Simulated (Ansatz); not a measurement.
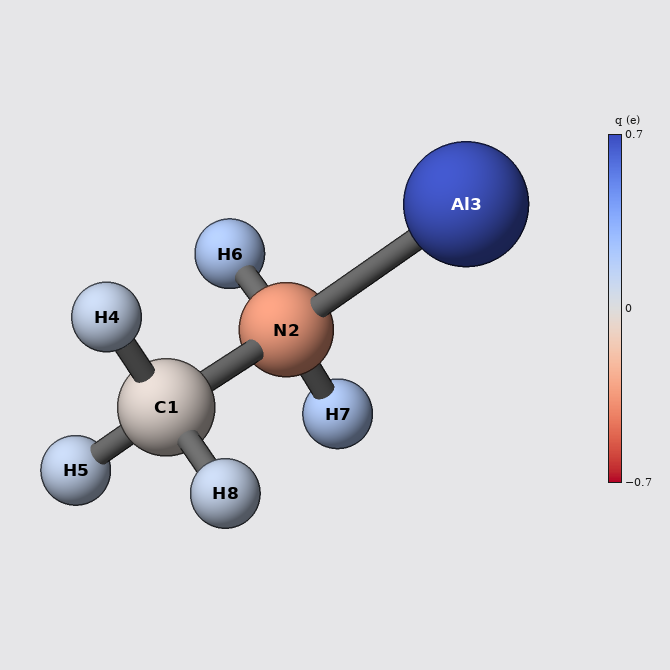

Atoms are coloured by their Mulliken charges. The species has charge +1 and is a spin singlet. The computed structure is the end point of a PBE-D4/def2-SVP optimisation. No frequency run is at hand to confirm it as a minimum. Method: RKS PBE-D4/def2-SVP (Ansatz 0.2.0).

Give the Mulliken charges atom by atom.

```tsv
atom	value (e)
C1	−0.04
N2	−0.32
Al3	0.66
H4	0.10
H5	0.11
H6	0.19
H7	0.19
H8	0.10
```

Mulliken values depend strongly on the basis set and can even reverse the polarity of a bond.
